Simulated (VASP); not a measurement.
Band structure of Er (hcp). Computed with SCAN meta-GGA, VASP's PBE PAW potentials (set 64) (plane waves; VASP 6.6.1).

The 4f electrons are frozen in the core of the lanthanide potential, so 4f levels, which can set the real gap, and their magnetism are missing.

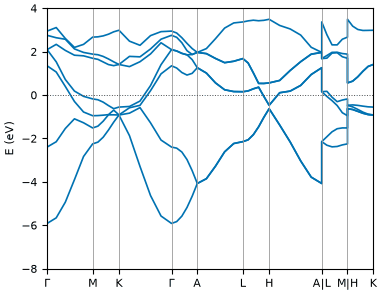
*Bands along high-symmetry lines, zero at the valence-band maximum or, without a gap, the Fermi level*

**Question.** Read the plot: is there a gap, and where are the band edges?

**Answer.** It has no gap at this level: it comes out as a metal or semimetal.

The compound is Er in the hcp structure. It was relaxed first.
